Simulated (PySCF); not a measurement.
## Electronic structure of GeS in real space

```yaml
atoms:
  - { symbol: Ge, position_ang: [0.0000, 0.0000, -0.6108] }
  - { symbol: S, position_ang: [0.0000, 0.0000, 1.4122] }
```

The calculation used PBE0/def2-SVP, non-relativistic Hamiltonian with scalar-relativistic core potentials where named, at a bond length of 2.023 Å in PySCF 2.14.0.

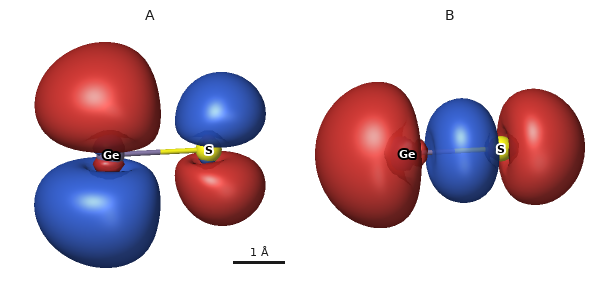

Figure 1. Two frontier orbitals, each drawn at the value that holds 80 % of its norm (red and blue are the two phases), in no order; of a degenerate pair one member is drawn.

Name the orbitals and rank them from lowest to highest energy.

Answer. Orbital B: σ, occupied, −7.90 eV; shared between the atoms (Ge 55 %, S 45 %).
Orbital A: π, empty, −2.28 eV; mainly on Ge (75 %).

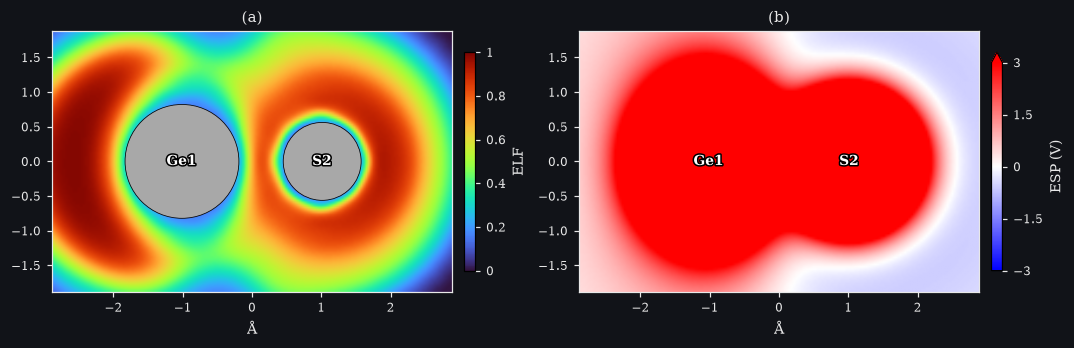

Figure 2. (a) electron localisation function; (b) electrostatic potential on a plane that holds the molecular axis. Grey discs cover the atomic cores in the ELF map.

Describe what can be read from this map.

Answer. The section cuts through Ge and S sites.
Ge–S (2.02 Å): the ELF peaks at about 0.80 in the valence shell of S, 0.9 Å from its nucleus, and is about 0.65 at the midpoint.
The ELF also peaks beside S2, away from the bonds: lone-pair regions.
Outside the dense part of the molecule the potential is most negative (−0.6 V) near S2.

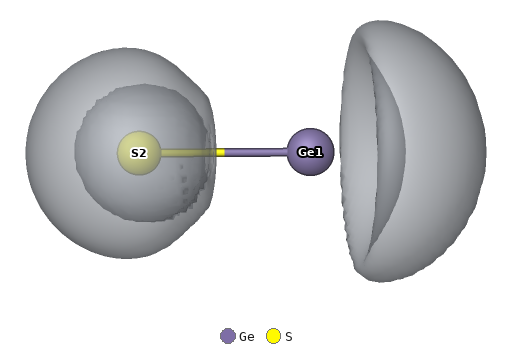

Figure 3. Isosurface of the electron localisation function at 0.8 (grey), seen from one side. Core shells and regions of very low density are left out.

Describe the localisation domains.

Answer. The surface consists of one ring or bowl of non-bonding electrons around S and one lobe on Ge, pointing away from the bonds (lone pairs).
